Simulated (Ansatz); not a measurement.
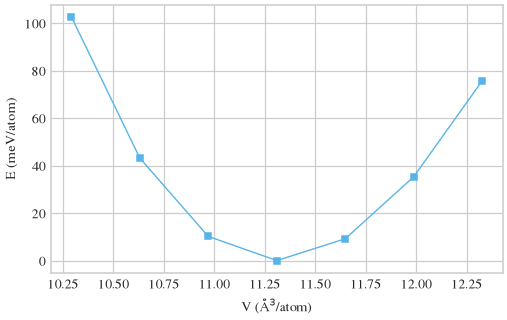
Fig. 1. TaC in space group P-6m2 (No. 187; Ta on 1a, C on 1d) under volume change, PBEsol (plane waves, PAW; program Ansatz), shape and atoms relaxed at each volume.

What does a third-order Birch–Murnaghan fit give for V₀, B₀ and B′?

V₀ = 11.31 Å³/atom, B₀ = 307 GPa, B′ = 4.1.

The start of the workflow was typed in or built on a structure type; the Crystallography Open Database copy checked does not list it. It is not the phase usual at ambient conditions (space group No. 225). Symmetry was held in the PBEsol relaxation; its stability against distortions is not shown here. The run is not spin-polarised. Scalar-relativistic: spin–orbit coupling is off unless named, which matters more the heavier the elements.

Potentials: the later of the program's two PAW sets.
